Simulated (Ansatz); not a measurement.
A computed series for CaPb: response to strain

Take CaPb (space group P4/mmm, No. 123; a = 3.581 Å, c = 4.588 Å; a cell from a computed database, its experimental status unchecked) as the base.

Strains are applied to the cell and any free atomic positions relax.

Calculations: Kohn–Sham DFT with the r2SCAN functional, run in Ansatz (a quantum-chemistry and plane-wave program) with PAW and 500 eV plane waves, no SOC.

Notes on the quantities. pressure: mean of the normal stresses, compression positive.

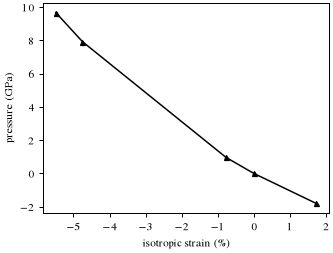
Figure. Pressure against isotropic strain

Task: From the plot, what is the pressure for isotropic strain +1.73 %?

Result: About -1.8 GPa.

Task: Is the trend monotonic over the range shown?

Result: Yes, it falls throughout, spanning -1.8 GPa to 9.7 GPa.

No phonon test of stability was made.
